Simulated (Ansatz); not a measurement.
# singlet [BNH3]+ at 6 levels

Aim: a comparison of 6 runs (B2PLYP/STO-3G, B3LYP/STO-3G, CAM-B3LYP/STO-3G, HSE06/STO-3G, CCSDT(Q)/STO-3G, FCI/STO-3G) of singlet [BNH3]+. 

The calculation is run with Ansatz 0.2.0.

53 further runs of the same task are left out: 53 set aside as unsound or not needed.

## Step 1: Starting point

[BNH3]+: 5 atoms, total charge +1, spin state singlet. As SMILES of the parent species, `B[NH]`. The shape is that of a PBE0-D4/def2-TZVP optimisation. That shape belongs to the parent species and isn't relaxed for this state.

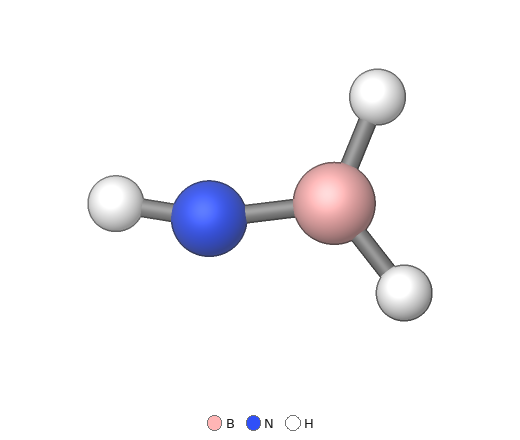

Viewed from a chosen angle; boron pink, nitrogen blue, hydrogen white.

## Step 2: The energy at B2PLYP/STO-3G (run 1)

The input, job.yaml:

```yaml
crystal:
  periodic: [false, false, false]
  atoms:
    - symbol: B
      position_ang: [-0.310800, -0.370100, -0.091600]
    - symbol: N
      position_ang: [0.531200, 0.655200, -0.019800]
    - symbol: H
      position_ang: [-0.414800, -1.107400, 0.862500]
    - symbol: H
      position_ang: [-0.964100, -0.573100, -1.081900]
    - symbol: H
      position_ang: [1.208400, 1.321700, 0.289300]
basis:
  gaussian: {orbitals: STO-3G}
total_charge: 1
hamiltonian: {xc: {name: B2PLYP}}
correlation: {frozen_orbitals: {B: 1, H: 0, "N": 1}}
accuracy: high
```

On the command line:

```console
$ ansatz run job.yaml --threads 1 --pin off --max-ram 2610MiB --events-out events.jsonl --progress --plain --runs-dir runs
```

What it wrote:

```text
Warning: RAYON_NUM_THREADS=1 ignored (pool sized by the plan → 1); use --threads N
Functional definition: B2PLYP
  name "B2PLYP"
  parameter a = 0.53
  parameter c = 0.27
  exchange = (1 - a)*b88_x + a*exact_x
  correlation = (1 - c)*lyp_c + c*(mp2_os + mp2_ss)
207 factors; integrals over basis functions are off by at most 9.2e-9 eV
mean field evaluation 1: about -2166.6642 eV, gradient 3.6e1 eV
mean field evaluation 2: about -2166.6373 eV, gradient 3.6e1 eV
mean field evaluation 4: about -2171.1656 eV, gradient 5.9e0 eV
mean field evaluation 8: about -2171.3148 eV, gradient 3.7e-2 eV
mean field evaluation 16: about -2171.3148 eV, gradient 2.9e-6 eV
mean field -2171.31478941 eV, -79.7943467407 hartree, gradient 3.1e-8 eV, S^2 0.000000; 0 other end points of the search recorded, 0 dependent functions left out; unrestricted orbitals would lower it
2 core orbitals not correlated: weight in the atoms' cores, before any rotation towards them, 1.000 or more for the frozen orbitals, at most 0.000 for the correlated occupied ones
reference -2171.31480545 eV, -79.7943473301 hartree; 5, 5 occupied and 6, 6 virtual orbitals, 207 factors
second order -4.10523729 eV of doubles, -0.00000000 eV of singles
Total energy: -2172.42321951 eV, -79.8350807958 hartree
```

It took 0.95 s on 1 thread of Arm Neoverse V1, shared host.

## Step 3: A single-point energy at B3LYP/STO-3G (run 2)

The input, job.yaml:

```yaml
basis:
  gaussian: {orbitals: STO-3G}
crystal:
  periodic: [false, false, false]
  atoms:
    - {symbol: B, position_ang: [-0.310800, -0.370100, -0.091600]}
    - {symbol: "N", position_ang: [0.531200, 0.655200, -0.019800]}
    - {symbol: H, position_ang: [-0.414800, -1.107400, 0.862500]}
    - {symbol: H, position_ang: [-0.964100, -0.573100, -1.081900]}
    - {symbol: H, position_ang: [1.208400, 1.321700, 0.289300]}
total_charge: 1
hamiltonian: {xc: {name: B3LYP}}
accuracy: high
```

On the command line:

```console
$ ansatz run job.yaml --threads 1 --pin off --max-ram 2610MiB --events-out events.jsonl --progress --plain --runs-dir runs
```

What it wrote:

```text
Warning: RAYON_NUM_THREADS=1 ignored (pool sized by the plan → 1); use --threads N
Functional definition: B3LYP
  name "B3LYP"
  parameter a0 = 0.2
  parameter ax = 0.72
  parameter ac = 0.81
  exchange = (1 - a0 - ax)*slater_x + ax*b88_x + a0*exact_x
  correlation = (1 - ac)*vwn_rpa_c + ac*lyp_c
207 factors; integrals over basis functions are off by at most 9.2e-9 eV
mean field evaluation 1: about -2170.4412 eV, gradient 4.1e1 eV
mean field evaluation 2: about -2147.6950 eV, gradient 9.0e1 eV
mean field evaluation 4: about -2176.0170 eV, gradient 1.2e0 eV
mean field evaluation 8: about -2175.9661 eV, gradient 1.8e-1 eV
mean field evaluation 16: about -2175.9662 eV, gradient 5.9e-8 eV
mean field -2175.96620402 eV, -79.9652830747 hartree, gradient 5.8e-8 eV, S^2 0.000000; 0 other end points of the search recorded, 0 dependent functions left out
reference -2175.96622908 eV, -79.9652839959 hartree; 7, 7 occupied and 6, 6 virtual orbitals, 207 factors
Total energy: -2175.96622908 eV, -79.9652839959 hartree
```

It took 0.72 s on 1 thread of Arm Neoverse V1, shared host.

Runs 3 to 5 aren't shown in full; the table further down has their settings and results.

## Step 4: The energy at FCI/STO-3G (run 6)

The input, run.yaml:

```yaml
crystal:
  periodic: [false, false, false]
  atoms:
    - symbol: B
      position_ang: [-0.310800, -0.370100, -0.091600]
    - symbol: "N"
      position_ang: [0.531200, 0.655200, -0.019800]
    - symbol: H
      position_ang: [-0.414800, -1.107400, 0.862500]
    - symbol: H
      position_ang: [-0.964100, -0.573100, -1.081900]
    - symbol: H
      position_ang: [1.208400, 1.321700, 0.289300]
basis:
  gaussian:
    orbitals: STO-3G
total_charge: 1
correlation:
  method: fci
  frozen_orbitals: {B: 1, H: 0, "N": 1}
accuracy: high
```

On the command line:

```console
$ ansatz run run.yaml --threads 1 --pin off --max-ram 2610MiB --events-out events.jsonl --progress --plain --runs-dir runs
```

What it wrote:

```text
Warning: RAYON_NUM_THREADS=1 ignored (pool sized by the plan → 1); use --threads N
Functional definition: HF
  name "HF"
  exchange = exact_x
  correlation = 0
207 factors; integrals over basis functions are off by at most 9.2e-9 eV
mean field evaluation 1: about -2158.3309 eV, gradient 3.1e1 eV
mean field evaluation 2: about -2158.3330 eV, gradient 3.1e1 eV
mean field evaluation 4: about -2162.2914 eV, gradient 5.3e0 eV
mean field evaluation 8: about -2162.5658 eV, gradient 5.6e-2 eV
mean field evaluation 16: about -2154.7339 eV, gradient 4.7e1 eV
mean field -2162.56582681 eV, -79.4728282954 hartree, gradient 3.0e-8 eV, S^2 0.000000; 2 other end points of the search recorded, 0 dependent functions left out; unrestricted orbitals would lower it
2 core orbitals not correlated: weight in the atoms' cores, before any rotation towards them, 1.000 or more for the frozen orbitals, at most 0.000 for the correlated occupied ones
reference -2162.56582681 eV, -79.4728282954 hartree; 5, 5 occupied and 6, 6 virtual orbitals, 207 factors
state -2166.43107028 eV, -79.6148733730 hartree
Total energy: -2166.43107028 eV, -79.6148733730 hartree
```

Run time: 1 s. Hardware: 1 thread of Arm Neoverse V1, shared host.

## Step 5: The series

| run | level | frozen core orbitals | energy (Eh) | wall time |
| --- | --- | --- | --- | --- |
| 1 | B2PLYP/STO-3G | 2 | -79.835081 | 0.95 s |
| 2 | B3LYP/STO-3G | – | -79.965284 | 0.72 s |
| 3 | CAM-B3LYP/STO-3G | – | -79.904221 | 0.74 s |
| 4 | HSE06/STO-3G | – | -79.858317 | 0.86 s |
| 5 | CCSDT(Q)/STO-3G | 2 | -79.614784 | 0.2 s |
| 6 | FCI/STO-3G | 2 | -79.614873 | 1 s |

## Step 6: Results

| quantity | value |
| --- | --- |
| run 6: total energy | -79.61487 Eh |
| run 6: correlation energy (2 core orbitals frozen) | -142.0 mEh |

In words: Against full CI in this basis: CCSDT(Q) +0.1 mEh. Totals of different functionals can't be ranked against each other. In runs 1, 5 the log says that unrestricted orbitals would lower the reference, so the values rest on an unstable closed-shell determinant (other closed-shell runs at this shape may share the fault). In runs 1, 2, 3, 4, 5, 6 the basis is minimal, so the values are rough. All runs together took 4.5 s, the longest 1 s.
